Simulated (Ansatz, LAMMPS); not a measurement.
# Relaxing Li+ BF4- in ethylene carbonate and dimethyl sulfoxide and propylene carbonate, from a frame at 440 K (188 atoms), part 3 of 3

Wanted: the relaxed structure of Li+ BF4- in ethylene carbonate and dimethyl sulfoxide and propylene carbonate, from a frame at 440 K (188 atoms) and its electronic structure.

Ansatz 0.2.0; Kohn-Sham DFT, PBE+D4, PAW (set soft_2), plane waves.

The cell: 44 C, 34 O, 76 H, 4 S, 5 B, 20 F and 5 Li. The network of contacts between molecules at the start is that of the classical potential that made the cell. Sampling is at Γ alone, for a cell whose shortest periodic width is 14 Å.

So far. Step 4 (Cell and atoms relaxed): The relaxation changed the energy by -78.7 meV/atom, and atoms moved by 1.1 Å r.m.s., 2.9 Å at most.

### 6. Single point at the relaxed geometry

One more single point at the end of the walk gives the fuller output and checks the residual forces.

File input.yaml:

```yaml
crystal:
  lattice:
    - [13.08498, 0.14703, 0.50701]
    - [0.14703, 13.10242, 0.00281]
    - [0.50701, 0.00281, 12.81266]
  atoms:
    - { symbol: C, position: [0.62423, 0.87244, 0.31195] }
    - { symbol: C, position: [0.59428, 0.7699, 0.27115] }
    - { symbol: C, position: [0.48493, 0.73962, 0.30557] }
    - { symbol: O, position: [0.42726, 0.78054, 0.22149] }
    - { symbol: C, position: [0.493, 0.79252, 0.13461] }
    - { symbol: O, position: [0.46605, 0.81681, 0.04995] }
    - { symbol: O, position: [0.59048, 0.77502, 0.15682] }
    - { symbol: H, position: [0.62137, 0.86964, 0.39745] }
    - { symbol: H, position: [0.57187, 0.93362, 0.28898] }
    - { symbol: H, position: [0.70238, 0.8909, 0.2831] }
    - { symbol: H, position: [0.65055, 0.70974, 0.28649] }
    - { symbol: H, position: [0.4755, 0.65664, 0.30814] }
    - { symbol: H, position: [0.45396, 0.7752, 0.37872] }
    - { symbol: C, position: [0.84927, 0.2144, 0.4416] }
    - { symbol: C, position: [0.87799, 0.1358, 0.52108] }
    - { symbol: C, position: [0.81169, 0.13966, 0.62574] }
    - { symbol: O, position: [0.76051, 0.04224, 0.63147] }
    - { symbol: C, position: [0.79362, 0.98485, 0.54874] }
    - { symbol: O, position: [0.76667, 0.89777, 0.53534] }
    - { symbol: O, position: [0.86036, 0.0327, 0.48225] }
    - { symbol: H, position: [0.89766, 0.20683, 0.36818] }
    - { symbol: H, position: [0.85924, 0.29117, 0.47329] }
    - { symbol: H, position: [0.76869, 0.20764, 0.42569] }
    - { symbol: H, position: [0.95973, 0.13732, 0.53397] }
    - { symbol: H, position: [0.85731, 0.14458, 0.69335] }
    - { symbol: H, position: [0.75255, 0.20029, 0.62798] }
    - { symbol: C, position: [0.85164, 0.82762, 0.79252] }
    - { symbol: C, position: [0.90554, 0.72477, 0.78712] }
    - { symbol: C, position: [0.01382, 0.72275, 0.73313] }
    - { symbol: O, position: [0.07094, 0.65441, 0.7983] }
    - { symbol: C, position: [0.0167, 0.6434, 0.89121] }
    - { symbol: O, position: [0.04848, 0.59846, 0.96539] }
    [... 150 atom lines left out ...]
    - { symbol: F, position: [0.99862, 0.12795, 0.79161] }
    - { symbol: Li, position: [0.26852, 0.78121, 0.2409] }
    - { symbol: Li, position: [0.92234, 0.1414, 0.92266] }
    - { symbol: Li, position: [0.68749, 0.78333, 0.57944] }
    - { symbol: Li, position: [0.38189, 0.43506, 0.3569] }
    - { symbol: Li, position: [0.12466, 0.48198, 0.01097] }
kpoints:
  mp_grid: { grid: [1, 1, 1] }
hamiltonian:
  xc: pbe
  dispersion: d4
scf:
  occupations: { method: fixed }
output:
  forces: true
  stress: true
  populations: true
  dos:
    method: { smearing: { sigma: 0.15 } }
    de: 0.1
    projected: { site_lists: { B: [B], C: [C], F: [F], H: [H], Li: [Li] } }
  eigenvalues: true
  write_density: true
  write_potential: true
  volumetric_format: npy
  elf: true
```

Command:

```bash
$ ansatz run input.yaml --threads 4 --pin off --max-ram 8192MiB --backend cpu --events-out ev --progress --plain --runs-dir out
```

Numbers of over 12 decimals in the logs are rounded to 6 here.

Output:

```text
[...]
Crystal: 188 atoms, lattice volume = 2193.020 Å³
Basis set: ecut = 420 eV, 42909 PW (Γ), exchange–correlation on 180×180×180 points (8 copies of the dense FFT grid, shifted against one another)
Bands: 513, of which v1, the nominal top of the filled ones, is band 325 counted from 1 (324 counted from 0)
Symmetry: 1 space group operations
[...]
k-points: 1
[...]
SCF iter   1: F=—  HF=-53154.833936 eV  |F-HF|=—  |Δ(HF+E_count)|=         —  Δρ=5.52e-3  dr2=7.99e-1  ethr=1.77e-3  ⟨swp⟩=5.0  Hψ=1868  notcnv=0  defer=176
[...]
SCF iter  10: F=-53154.632990 eV  HF=-53154.632990 eV  |F-HF|=5.65e-8  |Δ(HF+E_count)|=   3.16e-8  Δρ=1.87e-6  dr2=8.15e-8  ethr=1.54e-11  ⟨swp⟩=23.0  Hψ=4858  notcnv=0
[...]
SCF 1 converged in 10 iterations: F = -53154.632990 eV  dr2 = 8.15e-8
[...]
WARN: The input density's exchange-correlation potential varies sharply where the density is thin. Do not read a vacuum level from v_tot or v_xc, or from such a field of the output density. On a cell that repeats whose density bears no net charge and no dipole along the vacuum's axis use v_es (v_loc + v_h of the components); [...]
SCF converged after 10 iterations
Free energy (F): -53154.632990 eV
[...]
Internal energy: -53154.632990 eV  (E = F + TS)
E sigma→0 (E₀):  -53154.632990 eV
Fermi energy:    -0.244974 eV
[...]
--- Forces (eV/Å), atoms counted from 1 ---
  atom   1  C     -0.00180418    -0.00325231     0.00577351
  atom   2  C      0.00036471     0.00223602    -0.00777845
  atom   3  C     -0.00325684    -0.00028960    -0.00106062
  atom   4  O      0.00085868    -0.00228870     0.00866523
  atom   5  C      0.00256465     0.00338204    -0.01115906
  atom   6  O      0.00324336     0.00098619     0.00682679
  atom   7  O      0.00912347     0.00399748     0.00003784
  atom   8  H      0.00001924    -0.00198295     0.00490070
  atom   9  H     -0.00007803    -0.00127550    -0.00137531
  atom  10  H      0.00640120     0.00329734    -0.01044625
  atom  11  H     -0.00129682    -0.00188892    -0.00040725
  atom  12  H     -0.00005704    -0.00184941    -0.00028617
  atom  13  H      0.00107405     0.00002010     0.00128182
  atom  14  C      0.00436498    -0.00093708     0.01626482
[...]
atom 187  Li     0.00058323    -0.00103392     0.01808140
  atom 188  Li    -0.00196402    -0.00812185    -0.00258984
  max |Σ_I F_I| component: 3.03e-4 eV/Å
--- Stress (GPa, compression-positive) ---
        0.001670       0.001796       0.004118
        0.001797      -0.012926      -0.007786
        0.004116      -0.007783      -0.014614
  P = ⅓ Tr σ = -0.0086 GPa (-0.086 kbar)
--- Band table (eV) ---
[...]
--- Löwdin populations: 188 sites ---
  site symbol       q [e]
     0      C      4.4569
     1      C      3.8969
     2      C      4.0759
[...]
187     Li      2.2136
  spilling = 0.012234 (of n_electrons = 650.000000)
```

Wall time 46 s (4 threads of Arm Neoverse V2, shared host); peak memory 3.2 GiB.

The program notes that the exchange-correlation potential is rough where the density is thin.

Numbers from this run:

```
free energy                                      : -53154.6330 eV
free energy per atom                             : -282.7374 eV/atom
SCF cycles                                       : 10
pressure                                         : -0.008623 GPa
r.m.s. force component                           : 0.00986 eV/Å
longest force                                    : 0.04971 eV/Å
Fermi energy                                     : -0.245 eV
gap (highest filled to lowest empty level) : 4.648 eV
spilling of the projection                       : 0.01223
```

Löwdin charges by element (they lack the spilled electrons, 0.042 e an atom on average):

```
element  coordination  atoms  mean charge (e)  spread   least    most
      B           all      5            0.873  0.0109   0.858   0.887
      C           all     44          -0.0132   0.461  -0.593   0.728
      F           all     20           -0.382   0.014  -0.405  -0.357
      H           all     76            0.213   0.011   0.191   0.237
     Li           all      5            0.780  0.0177   0.755   0.807
      O           all     34           -0.384   0.176  -0.830  -0.249
      S           all      4             1.20  0.0069    1.19    1.21
```

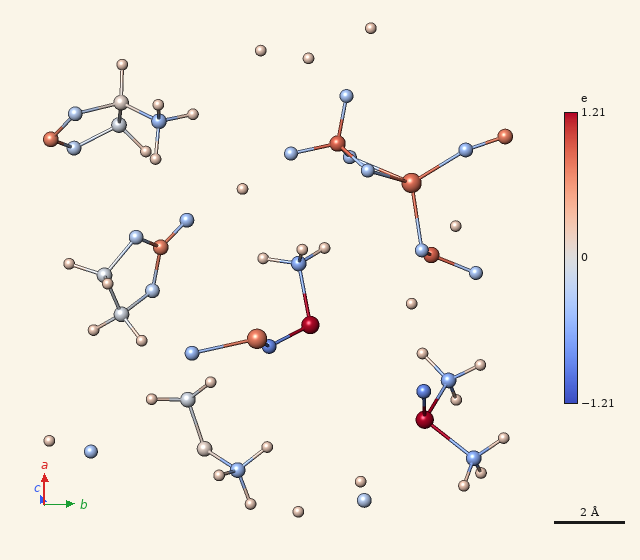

Atoms coloured by Löwdin charge. Drawn is a slice 4 Å thick, seen along the normal of the ab plane. Bonds to atoms that aren't drawn are left out.

Density of states as counts of states in windows of 1 eV (from the Fermi level), total and the larger projections:

```
from (eV)  to (eV)  total   C p   F p   H s  C s
      -14      -13    9.8   0.7   0.0   1.7  4.8
      -13      -12   10.3   1.1   0.0   2.5  4.7
      -12      -11   15.8   2.4   0.0   3.2  6.0
      -11      -10   13.0   3.1   0.0   2.1  3.2
      -10       -9   28.1   7.2   0.0   2.2  3.5
       -9       -8    7.8   1.0   4.2   0.4  0.1
       -8       -7   35.5  12.4   3.9   3.7  0.7
       -7       -6   59.2  11.1  23.1   5.0  1.9
       -6       -5   61.0  23.3   1.4   8.6  0.4
       -5       -4   67.3  24.2  16.8  10.7  0.3
       -4       -3   89.8  19.2  33.7   8.5  0.4
       -3       -2   53.8   6.7  27.4   2.9  0.1
       -2       -1   53.7   6.6   0.5   4.5  0.2
       -1        0    7.0   0.7   0.0   0.3  0.1
        0        1    1.5   0.1   0.0   0.1  0.0
        1        4    0.0   0.0   0.0   0.0  0.0
        4        5   13.7   5.6   0.0   0.9  0.4
```

With fixed occupations the program's Fermi level is the highest filled level; weight inside the gap is the broadening of levels at its edges.

Between -26 and -14 eV lie 126 more states.

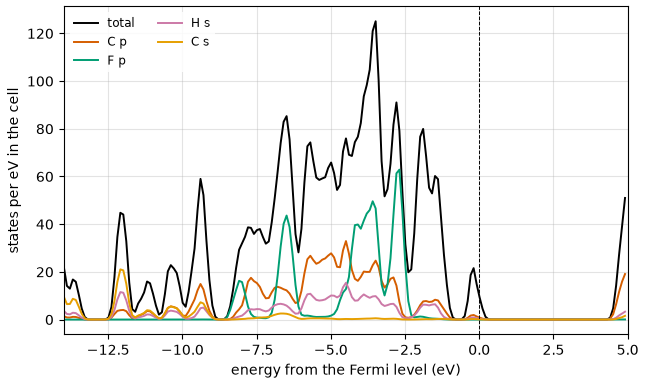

Total and projected density of states, with the broadening of the input.

Not all projections were asked for or kept, so they needn't add up to the total.

The levels nearest the highest filled one (over half full), pooled over k-points and spins:

```
level less the highest filled one (eV)  occupation
                                 -1.20           2
                                 -1.13           2
                                -0.260           2
                                -0.229           2
                                -0.201           2
                                     0           2
                                  4.65           0
                                  4.74           0
                                  4.79           0
                                  4.81           0
                                  4.90           0
                                  4.94           0
```

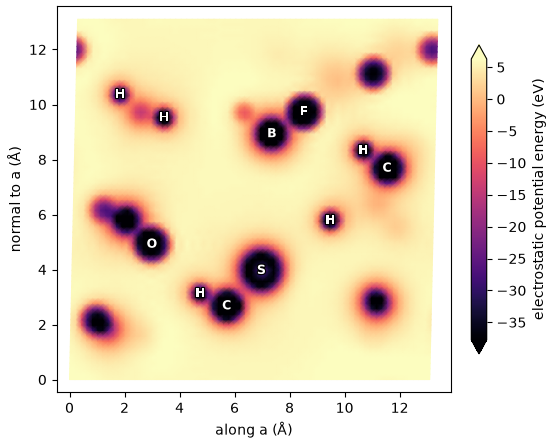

Electrostatic potential energy in the ab plane at fractional z = 0.084, with atoms of C and H and O and S and B and F within 0.2 Å of it. With pseudopotentials it is smooth inside the atoms' cores, unlike the true potential. The map starts off the cell's origin, so that atoms lie inside it.

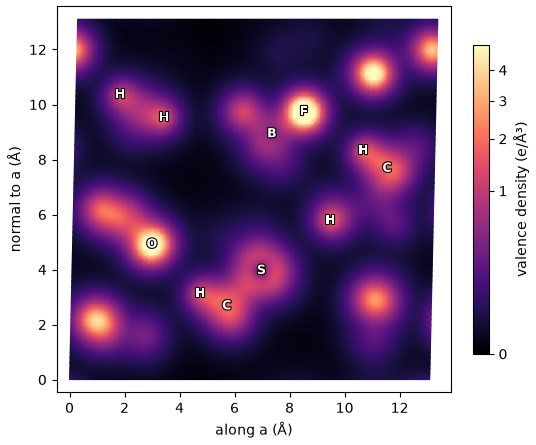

Valence density in the ab plane at fractional z = 0.084, with atoms of C and H and O and S and B and F within 0.2 Å of it. It is the smooth field of the valence electrons, not physical close to the nuclei. The map starts off the cell's origin, so that atoms lie inside it. The colour scale is stretched toward low values.

Mean Löwdin charges: B +0.87, C -0.01, F -0.38, H +0.21, Li +0.78, O -0.38 e (they miss 1.2 % of the electrons, so they add up to more than the cell's charge).

Local excerpt of 10 atoms (numbers count through the whole input) about S150, one of the 4 S atoms; x, y, z are measured from there.

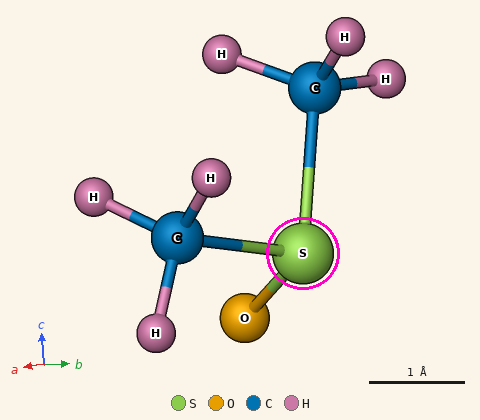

The atoms of the table, within 2.4 Å (arrows a, b, c point along x, y, z); some may hide others; the central atom is ringed.

```
atom      x      y      z  distance (Å)  Löwdin charge (e)
S150   0.00   0.00   0.00          0.00               1.19
O152  -0.54  -1.23  -0.73          1.53              -0.81
C149   1.73  -0.33   0.35          1.80              -0.58
C151  -0.61  -0.15   1.69          1.80              -0.59
H154   2.26  -0.31  -0.60          2.36               0.23
H158  -0.14   0.66   2.28          2.37               0.23
H156  -1.70  -0.02   1.67          2.38               0.21
H155   2.11   0.45   1.02          2.38               0.22
H153   1.82  -1.33   0.81          2.40               0.21
H157  -0.34  -1.13   2.09          2.40               0.21
```

### 7. A run with a doubtful setting

The input is spoilt on purpose; the run shows how that looks.

File input.yaml:

```yaml
crystal:
  lattice:
    - [13.52072, 0.0, 0.0]
    - [0.0, 13.52072, 0.0]
    - [0.0, 0.0, 13.52072]
  atoms:
    - { symbol: Cx, position: [0.63375, 0.85386, 0.3589] }
    - { symbol: C, position: [0.60481, 0.77275, 0.27982] }
    - { symbol: C, position: [0.4962, 0.74866, 0.28064] }
    - { symbol: O, position: [0.45045, 0.82332, 0.2241] }
    - { symbol: C, position: [0.5228, 0.84066, 0.1528] }
    - { symbol: O, position: [0.51265, 0.88887, 0.07922] }
    - { symbol: O, position: [0.61627, 0.80489, 0.18512] }
    - { symbol: H, position: [0.60749, 0.83624, 0.43005] }
    - { symbol: H, position: [0.60439, 0.92508, 0.34016] }
    - { symbol: H, position: [0.714, 0.86254, 0.35861] }
    - { symbol: H, position: [0.65159, 0.70848, 0.29494] }
    - { symbol: H, position: [0.47324, 0.67812, 0.2389] }
    - { symbol: H, position: [0.4707, 0.73922, 0.36] }
    - { symbol: C, position: [0.85925, 0.17641, 0.49157] }
    - { symbol: C, position: [0.89672, 0.12025, 0.58076] }
    - { symbol: C, position: [0.81858, 0.12117, 0.66708] }
    - { symbol: O, position: [0.75596, 0.04329, 0.63332] }
    - { symbol: C, position: [0.82057, 0.98131, 0.59542] }
    - { symbol: O, position: [0.79778, 0.89497, 0.58336] }
    - { symbol: O, position: [0.91088, 0.02021, 0.56478] }
    - { symbol: H, position: [0.91663, 0.18925, 0.43258] }
    - { symbol: H, position: [0.82689, 0.24698, 0.51605] }
    - { symbol: H, position: [0.80103, 0.13487, 0.45834] }
    - { symbol: H, position: [0.96436, 0.15638, 0.5986] }
    - { symbol: H, position: [0.85077, 0.09469, 0.73783] }
    - { symbol: H, position: [0.76934, 0.18454, 0.66795] }
    - { symbol: C, position: [0.9733, 0.80858, 0.83749] }
    - { symbol: C, position: [0.93458, 0.70456, 0.85268] }
    - { symbol: C, position: [0.9838, 0.62352, 0.8014] }
    - { symbol: O, position: [0.07588, 0.62307, 0.84764] }
    - { symbol: C, position: [0.04444, 0.63296, 0.9476] }
    - { symbol: O, position: [0.09966, 0.62044, 0.01895] }
    [... 150 atom lines left out ...]
    - { symbol: F, position: [0.00768, 0.19644, 0.87395] }
    - { symbol: Li, position: [0.30237, 0.83099, 0.23127] }
    - { symbol: Li, position: [0.87926, 0.17297, 0.96501] }
    - { symbol: Li, position: [0.74308, 0.76583, 0.62207] }
    - { symbol: Li, position: [0.3842, 0.42348, 0.36465] }
    - { symbol: Li, position: [0.13834, 0.48379, 0.08496] }
kpoints:
  mp_grid: { grid: [1, 1, 1] }
hamiltonian:
  xc: pbe
  dispersion: d4
scf:
  occupations: { method: fixed }
  max_iter: 80
output:
  forces: true
```

Output:

```text
Error: YAML parse error: error: line 7 column 17: `Cx` is not an element symbol (H … Og, case-exact)
 --> <input>:7:17
  |
5 |     - [0.0, 0.0, 13.52072]
6 |   atoms:
7 |     - { symbol: Cx, position: [0.63375, 0.85386, 0.3589] }
  |                 ^ `Cx` is not an element symbol (H … Og, case-exact)
8 |     - { symbol: C, position: [0.60481, 0.77275, 0.27982] }
9 |     - { symbol: C, position: [0.4962, 0.74866, 0.28064] }
  |
```

It took 0.02 s on 4 threads; peak memory 0.02 GiB.

The program refused the input before any cycle.

The program's message: “Error: YAML parse error: error: line 7 column 17: `Cx` is not an element symbol (H … Og, case-exact)”

The fault in the input: an unknown element (crystal.atoms[0].symbol = "Cx"). The fix is to type the element's symbol rightly.

### 8. Summary of results

| Quantity | Value |
| --- | --- |
| energy change in the relaxation | -78.65 meV/atom |
| r.m.s. displacement | 1.115 Å |
| largest displacement | 2.941 Å |
| free energy per atom | -282.7374 eV/atom |
| pressure | -0.008623 GPa |
| r.m.s. force component | 0.00986 eV/Å |
| gap (highest filled to lowest empty level) | 4.648 eV |
| wall time of the 3 DFT runs | 32 min |

What this shows: Relaxation lowers the energy by 78.7 meV/atom and moves atoms by 1.1 Å r.m.s.; the r.m.s. force component goes from 1.1 to 0.0099 eV/Å, the pressure goes from 2.1 to -0.0086 GPa, and the gap from 4.07 to 4.65 eV. Displacements are taken in the final cell, so they leave out its strain. The cell shrank by 11.3 % in volume. First to last step the energy falls by 14.786 eV, across changes of basis; the largest move, 2.94 Å, is that of H38. The highest filled and lowest empty levels differ by 4.65 eV (at Γ alone); a semilocal functional tends to put such gaps too low. In a disordered cell it changes from sample to sample and from frame to frame.

What to keep in mind: The network of contacts between molecules at the start is that of the classical potential that made the cell; in DFT atoms moved by 1.1 Å r.m.s. The program warns that the dispersion model switches its C6 values near this geometry, which can put artefacts into forces and pressure. The relaxed geometry lies near a switch of the dispersion model's C6 values, so it may be an artefact of their interpolation.

[Logs are printed without paths, hosts, clocks, repeated set-up lines and the standing remarks that a program may print on its own settings, such as how far it seeks lower states.]

[Hosts, paths, dates, database ids (printed as entryN), source tags and the programs' standing remarks are cut or masked in the printed files.]
